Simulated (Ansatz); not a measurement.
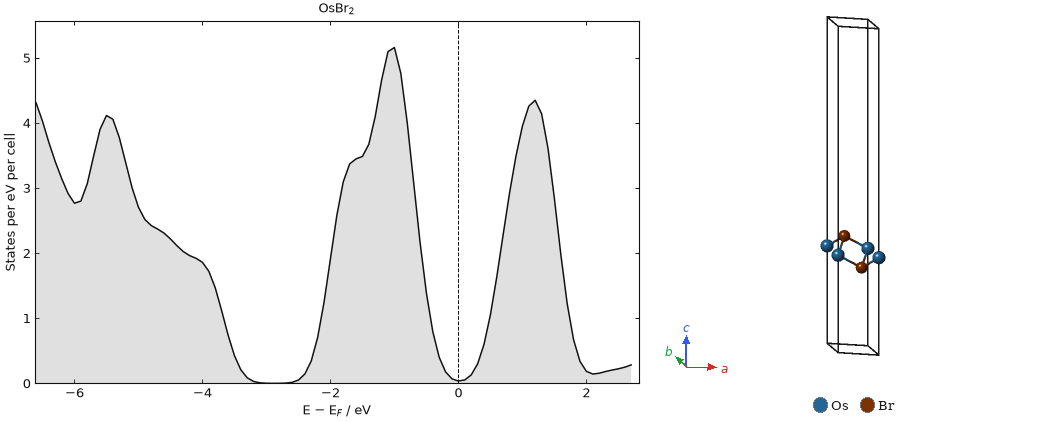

Density of states, beside the structure. Energies are counted from the Fermi level. The DOS curve is built from the levels of the k mesh with Gaussians 0.55 eV wide, which also blur the band edges; ripples of that width can come from the mesh.

The Ansatz input:

```
crystal:
  lattice:
    - [3.7935430129, 0.0, 0.0]
    - [-1.8967715064, 3.2853046196, 0.0]
    - [0.0, 0.0, 30.1507204936]
  atoms:
    - { symbol: Os, position: [0.0, 0.0, 0.2985003294] }
    - { symbol: Br, position: [0.3333333333, 0.6666666667, 0.341072971] }
    - { symbol: Br, position: [0.6666666667, 0.3333333333, 0.2559276879] }
  periodic: [true, true, false]
kpoints:
  mp_grid: { grid: [12, 12, 1] }
  band_path:
    path:
      - [0, 0, 0]
      - [0.5, 0, 0]
      - [0.3333333333333, 0.3333333333333, 0]
      - [0, 0, 0]
    npoints: 10
hamiltonian:
  xc: pbe
scf:
  occupations: { method: fermi_dirac, width: 0.02 }
  n_extra_bands: 4
output:
  forces: true
  stress: true
  eigenvalues: true
  write_density: true
  write_potential: true
  elf: true
  volumetric_format: npy
```

System: a single 1T layer of OsBr₂, 3 atoms in the cell, relaxed with r2SCAN.

Level of theory: PBE, Ansatz PAW set, no spin polarisation, no spin-orbit coupling, 12×12×1 k mesh, 420 eV cutoff, Fermi-Dirac smearing of 0.02 eV; code Ansatz.

Is there a gap at the Fermi level, and how wide?

Answer. There is a gap; over the k points computed it is 1.21 eV (direct to within 0.02 eV).

Where is the tallest peak of the filled states in the window?

Answer. Within the window shown, the tallest peak of the filled states lies 0.4 eV under the valence-band top, at about 5.2 states per eV and cell.

Spin-orbit coupling is left out, which matters for Os and Br. LDA, GGA and most meta-GGA functionals understate gaps. The sheet was built from a prototype and needn't be a known or stable phase.
